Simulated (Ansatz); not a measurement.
**Al2H (quartet): correlated methods under varied settings at distance Al1–H3 = 2.970 Å**

What do other methods and options give for Al2H (quartet) at this geometry, and how long do they take?

Program: Ansatz 0.2.0, Gaussian basis. Level of theory: the settings change from run to run. These are calculated values, not measurements.

19 further runs of the same task are left out: 17 that didn't finish, 2 set aside as unsound or not needed.

## (1) The geometry

The geometry derives from a PBE0/def2-TZVP stationary point (not a proven minimum). One bond is set to the value named and the two fragments are kept rigid.

3 atoms, charge 0, spin multiplicity 4.

Atoms are counted from 1 here; the program's logs count them from 0.

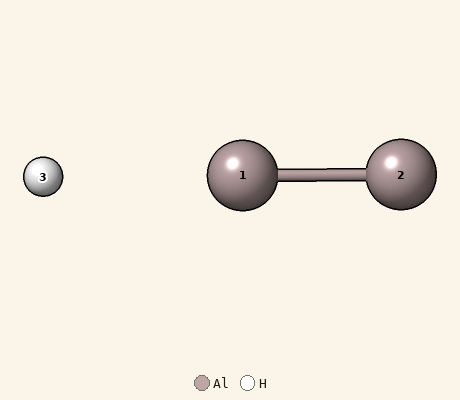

The structure; aluminium light grey, hydrogen white; atoms are numbered from 1 in the order of the file.

## (2) NEVPT2(7,8)/6-31G

in.yaml

```yaml
crystal:
  periodic: [false, false, false]
  atoms:
    - {symbol: Al, position_ang: [0.000000, 0.000000, -0.203195]}
    - {symbol: Al, position_ang: [0.000000, 0.000000, -2.563611]}
    - {symbol: H, position_ang: [0.000000, 0.000000, 2.766805]}
basis:
  gaussian: {orbitals: 6-31G}
magnetization: {spin_polarized: false, initial_magnetization: 3}
correlation: {method: sc_nevpt2, electrons: outside_noble_gas, active_space: {window: {electrons: 7, orbitals: 8}}}
accuracy: high
```

Launch:

```bash
$ ansatz run in.yaml --threads 1 --pin off --events-out ev --progress --plain --max-ram 2393MiB
```

The log of the run:

```text
Functional definition: HF
  name "HF"
  cite "Fock, Z. Phys. 61, 126 (1930) doi:10.1007/BF01340294"
  parent pbe
  exchange = exact_x
  correlation = 0
570 factors; integrals over basis functions are off by at most 3.0e-9 eV
mean field evaluation 1: about -13175.0118 eV, gradient 4.7e0 eV
mean field evaluation 2: about -13175.0191 eV, gradient 4.7e0 eV
mean field evaluation 4: about -13175.7923 eV, gradient 1.3e0 eV
mean field evaluation 8: about -13175.8161 eV, gradient 1.7e-1 eV
mean field evaluation 16: about -13175.8168 eV, gradient 9.6e-9 eV
mean field evaluation 32: about -13175.6280 eV, gradient 2.1e-1 eV
mean field evaluation 64: about -13175.6132 eV, gradient 4.8e-7 eV
mean field -13175.81682403 eV, -484.2023373936 hartree, gradient 9.6e-9 eV, S^2 3.750000; 9 other end points of the search recorded, 0 dependent functions left out
reference -13175.81682403 eV, -484.2023373936 hartree; 15, 12 occupied and 13, 16 virtual orbitals, 570 factors
state -13177.52678134 eV, -484.2651771658 hartree
state -13177.52678134 eV, -484.2651771658 hartree; corrected -13178.09830633 eV, -484.2861803216 hartree
Total energy: -13178.09830633 eV, -484.2861803216 hartree
```

It took 12 s on 1 thread of Intel Xeon at 2.50GHz, shared host.

From the report: 400 determinants; active occupations 1.97, 1.82, 1.00, 0.97, 0.97, 0.15, 0.06, 0.06.

## (3) MP2 on ROHF/cc-pVDZ

in.yaml

```yaml
crystal:
  periodic: [false, false, false]
  atoms:
    - {symbol: Al, position_ang: [0.000000, 0.000000, -0.203195]}
    - {symbol: Al, position_ang: [0.000000, 0.000000, -2.563611]}
    - {symbol: H, position_ang: [0.000000, 0.000000, 2.766805]}
basis:
  gaussian: {orbitals: cc-pVDZ}
magnetization: {spin_polarized: false, initial_magnetization: 3}
correlation: {method: mp2, electrons: valence}
output: {forces: true}
```

Same command.

The log of the run, shortened:

```text
Functional definition: HF
  name "HF"
  cite "Fock, Z. Phys. 61, 126 (1930) doi:10.1007/BF01340294"
  parent pbe
[...]
406 factors; integrals over basis functions are off by at most 9.1e-4 eV
[...]
mean field -13177.15326742 eV, -484.2514507825 hartree, gradient 8.7e-7 eV, S^2 3.750000; 11 other end points of the search recorded, 0 dependent functions left out
[...]
10 core orbitals not correlated: weight in the atoms' cores, before any rotation towards them, 1.000 or more for the frozen orbitals, at most 0.000 for the correlated occupied ones
reference -13177.15326742 eV, -484.2514507825 hartree; 5, 2 occupied and 26, 29 virtual orbitals, 406 factors
second order -2.56768412 eV of doubles, -0.06212260 eV of singles
[...]
Total energy: -13179.78307414 eV, -484.3480943968 hartree
Atom 0 at     0.000000     0.000000    -0.203195 Å, force     0.000000    -0.000000     1.241741 eV/Å
Atom 1 at     0.000000     0.000000    -2.563611 Å, force    -0.000000     0.000000    -1.180565 eV/Å
Atom 2 at     0.000000     0.000000     2.766805 Å, force    -0.000000    -0.000000    -0.061176 eV/Å
Dipole moment:    -0.000000     0.000000    -0.007252 e Å
```

It took 17 s on 1 thread of Intel Xeon at 2.50GHz, shared host.

## (4) CCSD on UHF/6-31G

in.yaml

```yaml
crystal:
  periodic: [false, false, false]
  atoms:
    - {symbol: Al, position_ang: [0.000000, 0.000000, -0.203195]}
    - {symbol: Al, position_ang: [0.000000, 0.000000, -2.563611]}
    - {symbol: H, position_ang: [0.000000, 0.000000, 2.766805]}
basis:
  gaussian: {orbitals: 6-31G}
magnetization: {spin_polarized: true, initial_magnetization: 3}
correlation: {method: ccsd, electrons: valence}
```

The command is unchanged.

The log of the run, shortened:

```text
Functional definition: HF
  name "HF"
  cite "Fock, Z. Phys. 61, 126 (1930) doi:10.1007/BF01340294"
  parent pbe
[...]
308 factors; integrals over basis functions are off by at most 1.3e-4 eV
[...]
mean field -13176.15912125 eV, -484.2149165844 hartree, gradient 3.1e-6 eV, S^2 4.242989; 25 other end points of the search recorded, 0 dependent functions left out
determinant -13176.15912125 eV, -484.2149165844 hartree, with singles and doubles -13178.16400877 eV, -484.2885948418 hartree
determinant -13175.93630861 eV, -484.2067283709 hartree, with singles and doubles -13178.09346572 eV, -484.2860024325 hartree
determinant -13175.80805114 eV, -484.2020149961 hartree, with singles and doubles -13177.34529891 eV, -484.2585078097 hartree
determinant -13175.68445314 eV, -484.1974728533 hartree, with singles and doubles -13177.62440393 eV, -484.2687647298 hartree
[...]
determinant -13175.86134855 eV, -484.2039736396 hartree, with singles and doubles -13178.17662519 eV, -484.2890584867 hartree
determinant -13175.86134855 eV, -484.2039736396 hartree, with singles and doubles -13178.19239811 eV, -484.2896381308 hartree
determinant -13174.71215401 eV, -484.1617415191 hartree, with singles and doubles -13177.84360946 eV, -484.2768203845 hartree
10 core orbitals not correlated: weight in the atoms' cores, before any rotation towards them, 1.000 or more for the frozen orbitals, at most 0.000 for the correlated occupied ones
reference -13176.15912125 eV, -484.2149165844 hartree; 5, 2 occupied and 13, 16 virtual orbitals, 308 factors
second order -1.19337932 eV of doubles, -0.00000000 eV of singles
cycle   1  -2.02400112 eV  change    3.8e-8 eV  update   2.4e-6
WARN: the results are in doubt because among natural orbitals full CI differs from the method by -0.121 eV
Total energy: -13178.18312237 eV, -484.2892972537 hartree
In doubt: among natural orbitals full CI differs from the method by -0.121 eV
```

Run time: 30 s. Hardware: 1 thread of Intel Xeon at 2.50GHz, shared host.

From the report: ⟨S²⟩ of the determinant 4.243 (pure quartet: 3.75); correlation -2.0240 eV; T1 0.088; largest double amplitude 0.17. Mind the lines of doubt at the end of the log.

## (5) CASSCF(3,8)/6-31G

Changes to in.yaml since step 4:

```diff
@@ -8,3 +8,4 @@
   gaussian: {orbitals: 6-31G}
-magnetization: {spin_polarized: true, initial_magnetization: 3}
-correlation: {method: ccsd, electrons: valence}
+magnetization: {spin_polarized: false, initial_magnetization: 3}
+correlation: {active_space: {window: {electrons: 3, orbitals: 8}}}
+output: {forces: true}
```

Same command.

The log of the run, shortened:

```text
Functional definition: HF
  name "HF"
  cite "Fock, Z. Phys. 61, 126 (1930) doi:10.1007/BF01340294"
  parent pbe
[...]
308 factors; integrals over basis functions are off by at most 1.3e-4 eV
[...]
mean field -13175.81672082 eV, -484.2023336008 hartree, gradient 9.5e-7 eV, S^2 3.750000; 9 other end points of the search recorded, 0 dependent functions left out
reference -13175.81672082 eV, -484.2023336008 hartree; 15, 12 occupied and 13, 16 virtual orbitals, 308 factors
state -13176.05542692 eV, -484.2111058881 hartree
[...]
Total energy: -13176.05542692 eV, -484.2111058881 hartree
Atom 0 at     0.000000     0.000000    -0.203195 Å, force    -0.000005    -0.000000     2.086957 eV/Å
Atom 1 at     0.000000     0.000000    -2.563611 Å, force     0.000002     0.000000    -2.109774 eV/Å
Atom 2 at     0.000000     0.000000     2.766805 Å, force     0.000003     0.000000     0.022817 eV/Å
Dipole moment:     0.000022     0.000003     0.029187 e Å
```

Wall time 26 s (1 thread of Intel Xeon at 2.50GHz, shared host).

From the report: 56 determinants; active occupations 1.00, 0.97, 0.97, 0.03, 0.03, 0.00, 0.00, 0.00.

## (6) CCSD on ROHF/cc-pVDZ

Changes to in.yaml since step 5:

```diff
@@ -7,5 +7,4 @@
 basis:
-  gaussian: {orbitals: 6-31G}
+  gaussian: {orbitals: cc-pVDZ}
 magnetization: {spin_polarized: false, initial_magnetization: 3}
-correlation: {active_space: {window: {electrons: 3, orbitals: 8}}}
-output: {forces: true}
+correlation: {method: ccsd, electrons: outside_noble_gas}
```

Launched as before.

The log of the run, shortened:

```text
Functional definition: HF
  name "HF"
  cite "Fock, Z. Phys. 61, 126 (1930) doi:10.1007/BF01340294"
  parent pbe
[...]
406 factors; integrals over basis functions are off by at most 9.1e-4 eV
[...]
mean field -13177.15326742 eV, -484.2514507825 hartree, gradient 8.7e-7 eV, S^2 3.750000; 16 other end points of the search recorded, 0 dependent functions left out
[...]
determinant -13177.15326742 eV, -484.2514507825 hartree, with singles and doubles -13180.48304477 eV, -484.3738178429 hartree
determinant -13176.89357582 eV, -484.2419072921 hartree, with singles and doubles -13180.01069352 eV, -484.3564592546 hartree
determinant -13174.96379553 eV, -484.1709891747 hartree, with singles and doubles -13178.17670767 eV, -484.2890615178 hartree
determinant -13174.78177227 eV, -484.1642999429 hartree, with singles and doubles -13177.61758484 eV, -484.2685141329 hartree
[...]
determinant -13173.86143960 eV, -484.1304783411 hartree, with singles and doubles -13177.36570115 eV, -484.2592575779 hartree
determinant -13177.15326742 eV, -484.2514507825 hartree, with singles and doubles -13180.49173675 eV, -484.3741372674 hartree
determinant -13176.89357582 eV, -484.2419072921 hartree, with singles and doubles -13180.01062848 eV, -484.3564568645 hartree
10 core orbitals not correlated: weight in the atoms' cores, before any rotation towards them, 1.000 or more for the frozen orbitals, at most 0.000 for the correlated occupied ones
reference -13177.15326742 eV, -484.2514507825 hartree; 5, 2 occupied and 26, 29 virtual orbitals, 406 factors
second order -2.56768412 eV of doubles, -0.06212260 eV of singles
cycle   1  -3.33846767 eV  change    1.7e-6 eV  update   3.0e-6
WARN: the results are in doubt because among natural orbitals full CI differs from the method by -0.094 eV
Total energy: -13180.49173510 eV, -484.3741372066 hartree
In doubt: among natural orbitals full CI differs from the method by -0.094 eV
```

Wall time 36 s (1 thread of Intel Xeon at 2.50GHz, shared host).

From the report: correlation -3.3385 eV; T1 0.042; largest double amplitude 0.15. The program marks this result as in doubt; its last lines say why.

## (7) All runs side by side

Where basis and cores are those of an earlier FCI/6-31G run (-13178.3557 eV), and the state is the same kind, the miss against it is given. † marks a result that the program doubts.

| level | correlated | functions | energy (eV) | from FCI (meV) | time |
| --- | --- | --- | --- | --- | --- |
| NEVPT2(7,8)/6-31G | outside noble gas | 28 | -13178.0983 | 257.4 | 12 s |
| MP2 on ROHF/cc-pVDZ | valence | 41 | -13179.7831 |  | 17 s |
| CCSD on UHF/6-31G † | valence | 28 | -13178.1831 | 172.6 | 30 s |
| CASSCF(3,8)/6-31G |  | 28 | -13176.0554 | 2300.3 | 26 s |
| CCSD on ROHF/cc-pVDZ † | outside noble gas | 41 | -13180.4917 |  | 36 s |

## (8) Results

```
quantity                         value
    runs                             5
quickest       NEVPT2(7,8)/6-31G, 12 s
 slowest  CCSD on ROHF/cc-pVDZ †, 36 s
```

**Reading.** Total energies in different bases, with other cores or another treatment of relativity can't be set against each other. CCSD on ROHF/cc-pVDZ † took 3 times as long as NEVPT2(7,8)/6-31G; the jobs differ in more than the method. Among the correlated runs with a miss given, it spans +173 to +257 meV. Hartree-Fock, CASSCF and CASCI lack dynamic correlation by design.
